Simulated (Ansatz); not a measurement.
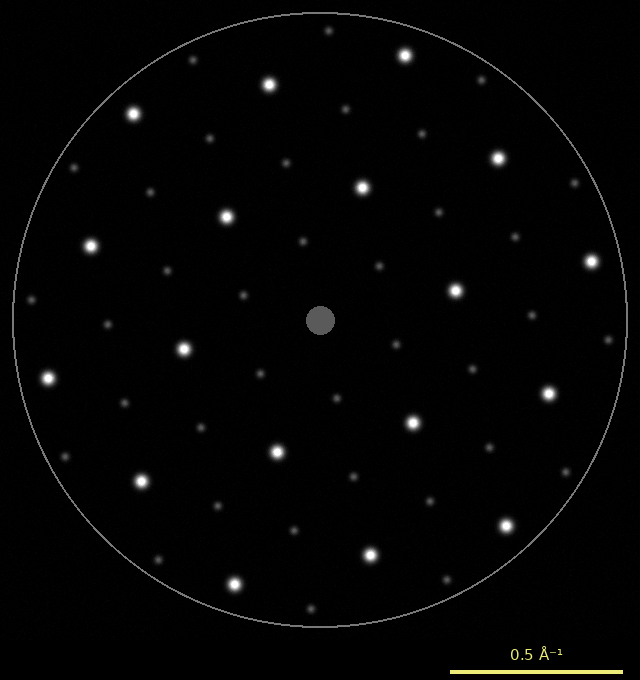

Simulated LEED pattern at 180 eV and normal incidence, from the upper face of a slab model. Spot positions follow from the surface net; brightness is a rough single-scattering estimate from the outer layers, good only for telling present from absent.

Q: Find the real-space surface cell from the pattern.

A: The spots form a hexagonal reciprocal net with shortest vectors 0.233 and 0.233 Å⁻¹ at 60.0°. The primitive real-space mesh has edges 4.95 and 4.95 Å at 60.0° (or its supplement) and area 21.2 Å².

The slab has composition SbAsAu (3 atoms a cell, 0.0 Å thick). Structure: coordinates from a relaxation with DFT PBE, scalar-relativistic, plane waves, PAW in Ansatz 0.2.0; the starting structure was generated, so it need not be a known form of this composition.

```xyz
3
Lattice="4.9483 0.0000 0.0000 -2.4741 4.2853 0.0000 0.0000 0.0000 23.8000" Properties=species:S:1:pos:R:3 pbc="T T T"
Sb    0.0000    0.0000    7.0000
As    0.0000    2.8569    7.0000
Au    2.4741    1.4284    7.0000
```

Q: Which atoms form the outermost layer?

A: The highest atoms of the upper face (within 0.6 Å of the top) are As, Au, Sb; the spot positions alone do not show this.
